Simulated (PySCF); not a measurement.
**CH5B (BH2Me) at 4 levels**

Aim: a comparison of 4 runs (B3LYP/STO-3G, PBE0/STO-3G, r2SCAN/STO-3G, wB97X-V/STO-3G) of CH5B (BH2Me). The job is set up through a Python script.

The calculation is run with PySCF 2.14.0.

## (1) The molecule

The species is CH5B (7 atoms), meant as a singlet with charge 0. SMILES: `[H]B([H])C`. Geometry: relaxed at GFN2-xTB.

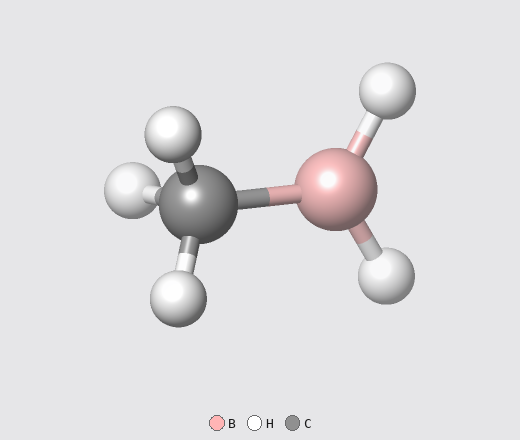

Viewed from a chosen angle; boron pink, hydrogen white, carbon grey.

## (2) A single-point energy at B3LYP/STO-3G (run 1)

geometry.xyz reads:

```xyz
7
CH5B
B      0.444840     0.781100     0.006260
H      1.614940     0.782320     0.008990
H     -0.129680     1.798100    -0.061390
C     -0.337160    -0.573970     0.039720
H     -0.405600    -0.929380    -0.991140
H     -1.358290    -0.496260     0.405500
H      0.170950    -1.361910     0.592050
```

run.py reads:

```python
from pyscf import gto, dft

molecule = gto.M(
    atom='geometry.xyz',
    basis='sto-3g',
    verbose=3,
    max_memory=1860,
    charge=0,
)

mf = dft.RKS(molecule, xc='b3lyp')
mf.grids.level = 5
mf.conv_tol = 1e-10
mf.kernel()
if not mf.converged:
    mf = mf.newton().run(mf.mo_coeff, mf.mo_occ)

etot = mf.e_tot
print('Final energy', etot)
```

Run with:

```bash
$ OMP_NUM_THREADS=1 python run.py
```

Standard output:

```text
converged SCF energy = -65.160847953239
Final energy -65.160847953239
```

Run time: 2.4 s. Hardware: 1 thread of Intel Xeon Platinum 8375C at 2.90GHz (Ice Lake), shared host; peak memory 0.19 GiB.

## (3) The energy at PBE0/STO-3G (run 2)

calc.py reads:

```python
from pyscf import gto, dft

mol = gto.Mole()
mol.atom = '''
B      0.840626     1.476065     0.011830
H      3.051794     1.478371     0.016989
H     -0.245060     3.397917    -0.116010
C     -0.637140    -1.084646     0.075060
H     -0.766473    -1.756274    -1.872983
H     -2.566796    -0.937795     0.766284
H      0.323049    -2.573637     1.118812
'''
mol.unit = 'bohr'
mol.verbose = 3
mol.basis = 'sto-3g'
mol.max_memory = 1860
mol.build()

mf = dft.RKS(mol, xc='pbe0')
mf.conv_tol = 1e-10
mf.grids.level = 5
mf.kernel()
if not mf.converged:
    mf = mf.newton().run(mf.mo_coeff, mf.mo_occ)

e_tot = mf.e_tot
print('E = %.10f Eh' % e_tot)
```

Run with:

```bash
$ OMP_NUM_THREADS=1 python calc.py
```

Standard output:

```text
converged SCF energy = -65.0642449919124
E = -65.0642449919 Eh
```

It took 2.2 s on 1 thread of Intel Xeon Platinum 8375C at 2.90GHz (Ice Lake), shared host; peak memory 0.19 GiB.

Run 3 isn't shown in full; the table further down has it.

## (4) A single-point energy at wB97X-V/STO-3G (run 4)

input.py reads:

```python
# BH2Me
from pyscf import gto, dft

molecule = gto.M(
    atom='''
B      0.840626     1.476065     0.011830
H      3.051794     1.478371     0.016989
H     -0.245060     3.397917    -0.116010
C     -0.637140    -1.084646     0.075060
H     -0.766473    -1.756274    -1.872983
H     -2.566796    -0.937795     0.766284
H      0.323049    -2.573637     1.118812
''',
    unit='bohr',
    verbose=4,
    basis='sto-3g',
    max_memory=1860,
    spin=0,
    charge=0,
)

calc0 = dft.RKS(molecule, xc='wb97x-v')
calc0.grids.level = 5
calc0.nlcgrids.level = 1
calc0.conv_tol = 1e-10
calc0.kernel()
if not calc0.converged:
    calc0 = calc0.newton().run(calc0.mo_coeff, calc0.mo_occ)

e_final = calc0.e_tot
print('E(%s) = %.9f' % ('WB97X-V', e_final))
```

Run with:

```bash
$ OMP_NUM_THREADS=1 python input.py
```

Standard output:

```text
PySCF version 2.14.0

[... 82 lines left out ...]
converged SCF energy = -65.1395660567018
E(WB97X-V) = -65.139566057
```

It took 22 s on 1 thread of Intel Xeon Platinum 8375C at 2.90GHz (Ice Lake), shared host; peak memory 0.19 GiB.

## (5) Overview of the runs

| run | level | nlc grid | energy (Eh) | dipole moment (D) | HOMO energy (eV) | LUMO energy (eV) | wall time |
| --- | --- | --- | --- | --- | --- | --- | --- |
| 1 | B3LYP/STO-3G | – | -65.160848 | 0.52 | -7.82 | 1.33 | 2.4 s |
| 2 | PBE0/STO-3G | – | -65.064245 | 0.54 | -8.00 | 1.63 | 2.2 s |
| 3 | r2SCAN/STO-3G | – | -65.104391 | 0.57 | -6.87 | 0.86 | 3.6 s |
| 4 | wB97X-V/STO-3G | 1 | -65.139566 | 0.47 | -10.56 | 4.28 | 22 s |

## (6) Summary of results

```
            quantity         value
 run 4: total energy  -65.13957 Eh
run 4: dipole moment        0.47 D
  run 4: HOMO energy     -10.56 eV
  run 4: LUMO energy       4.28 eV
run 4: HOMO–LUMO gap      14.84 eV
```

In words: The dipole moment (its size) runs from 0.47 D (wB97X-V/STO-3G) to 0.57 D (r2SCAN/STO-3G). The HOMO–LUMO gap runs from 7.73 eV (r2SCAN/STO-3G) to 14.84 eV (wB97X-V/STO-3G). Totals of different functionals can't be ranked against each other. In runs 1, 2, 3, 4 the basis is minimal, so the values are rough. All runs together took 30 s, the longest 22 s.
